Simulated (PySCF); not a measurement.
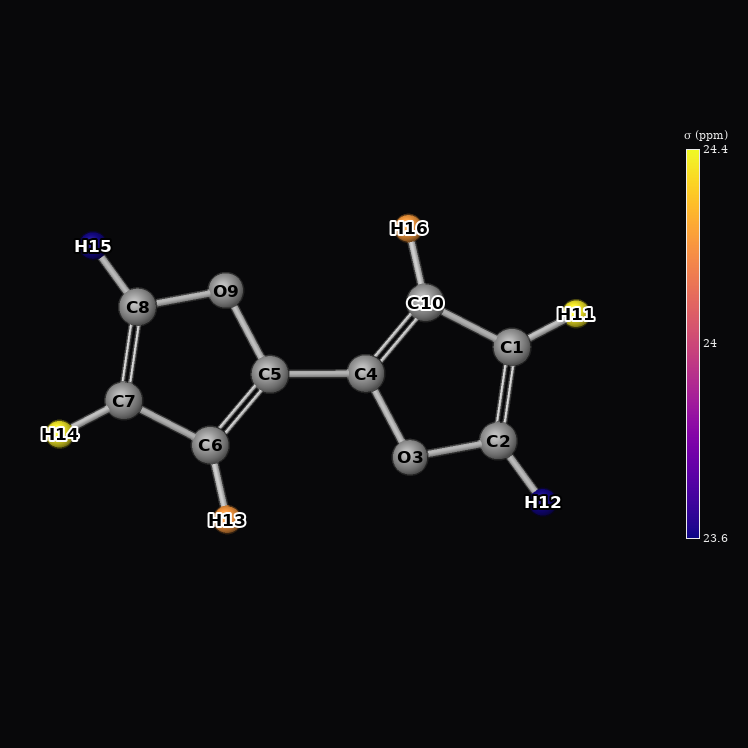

Atoms are coloured by their isotropic NMR shieldings (H only, the others grey). The computed structure is the end point of a PBE0-D3(BJ)/def2-SVP optimisation. No frequency run is at hand to confirm it as a minimum. Level of theory: GIAO PBE0/pcSseg-1 NMR shielding, non-relativistic, IEF-PCM acetone (PySCF 2.14.0).

List the isotropic NMR shieldings of the H atoms.

```json
{"atom": "H11", "σ (ppm)": "24.37"}
{"atom": "H12", "σ (ppm)": "23.61"}
{"atom": "H13", "σ (ppm)": "24.21"}
{"atom": "H14", "σ (ppm)": "24.37"}
{"atom": "H15", "σ (ppm)": "23.61"}
{"atom": "H16", "σ (ppm)": "24.21"}
```
